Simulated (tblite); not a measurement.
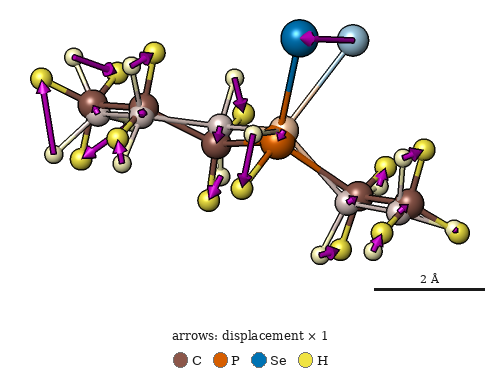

This is a relaxation of C5H13PSe. The starting structure is drawn faded, the final one solid; purple arrows show the displacements, at their true length. The two geometries are superimposed by the best rigid fit.

The picture is a ball-and-stick view, seen at a tilt.

These are results of GFN2-xTB geometry optimisation, gas phase (tblite 0.8.0), not measurements. 

Question: Describe the change and its energy.

Answer: The atom that moves furthest after the best rigid fit is the Se atom (1.45 Å). Largest moves by element: Se 1.45 Å, H 1.43 Å, C 0.34 Å, P 0.24 Å. Some distances before and after: C–P 1.767 → 1.838 Å, C–H 1.136 → 1.088 Å, C–P 1.794 → 1.842 Å, C–H 1.115 → 1.093 Å. Among the angles between lasting bonds that change: Se–P–C 99.6° → 115.6°, C–P–H 115.5° → 101.9°, C–P–H 113.1° → 101.7°. Groups turn about C–C by about 55°, C–P by about 50°, C–C by about 25°. The energy falls by 22.4 kcal/mol in 160 geometry steps. Cost: 2.1 s on 1 thread of AMD EPYC 7R43 64-Core Processor, on a shared host.
